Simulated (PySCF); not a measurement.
# C4H2ClFS: electronic excitations and core binding energies

Wanted: the electronic excitations and core binding energies of C4H2ClFS (`Fc1csc(Cl)c1`), by calculation.

Programs: PySCF 2.14.0, with density-fitted response routines of our own. Each step states its level of theory. These are calculated values for one molecule in the gas phase, unless marked as measured. Atoms count from 0, in the outputs and in this text.

### 1 The starting structure

9 atoms, charge 0, multiplicity 1; geometry from: GFN2-xTB.

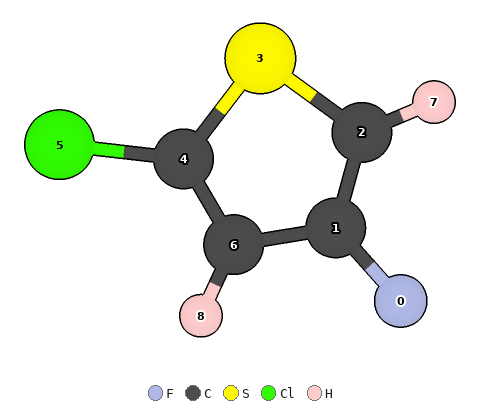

The starting geometry (fluorine light blue, carbon dark grey, sulfur yellow, chlorine green, hydrogen pink), atoms numbered.

### 2 Excited states and response: CAM-B3LYP/def2-SVPD

Job settings and geometry (Å):

```
{"job": {"kind": "uv", "xc": "CAM-B3LYP", "basis": "def2-SVPD", "nstates": 8, "ntriplets": 3}, "charge": 0, "multiplicity": 1}
F     -1.808913    -1.443290    -0.189866
C     -0.865239    -0.500548    -0.078152
C     -1.146609     0.824494     0.009492
S      0.296086     1.748928     0.141127
C      1.263987     0.310180     0.075071
Cl     2.965170     0.398788     0.155449
C      0.512401    -0.817263    -0.042305
H     -2.105569     1.300409     0.004290
H      0.902249    -1.815704    -0.100285
```

Method: TDDFT CAM-B3LYP/def2-SVPD, vertical, gas phase, core orbitals frozen in the response.

**Question.** This job is followed by: delta-SCF UKS SCAN, pcX-2 on the ionised atom, pcseg-1 elsewhere, spin-free X2C. What will the session give for the following? lowest singlet (CAM-B3LYP/def2-SVPD); lowest triplet; C1s binding energies, SCAN/pcX-2; F1s binding energies, SCAN/pcX-2; S1s binding energies, SCAN/pcX-2; S2p binding energies, SCAN/pcX-2; Cl1s binding energies, SCAN/pcX-2; Cl2p binding energies, SCAN/pcX-2.

As calculated:

| quantity | value |
| --- | --- |
| lowest singlet (CAM-B3LYP/def2-SVPD) | 5.36 eV (231 nm), f = 0.132 |
| lowest triplet | 3.54 eV |
| C1s binding energies, SCAN/pcX-2 | C1 293.07, C4 292.53, C2 291.01, C6 290.92 eV |
| F1s binding energies, SCAN/pcX-2 | F0 693.29 eV |
| S1s binding energies, SCAN/pcX-2 | S3 2478.56 eV |
| S2p binding energies, SCAN/pcX-2 | S3 171.00 eV |
| Cl1s binding energies, SCAN/pcX-2 | Cl5 2829.52 eV |
| Cl2p binding energies, SCAN/pcX-2 | Cl5 207.44 eV |

The lowest singlet, at 5.36 eV, is HOMO→LUMO 0.94 and is bright. The lowest triplet lies 1.82 eV below the lowest singlet (triplets in Tamm-Dancoff, singlets in full TDDFT). The C1s levels kept as sound span 2.16 eV, from C6 (aromatic CH) up to C1 (aromatic carbon bearing fluorine).
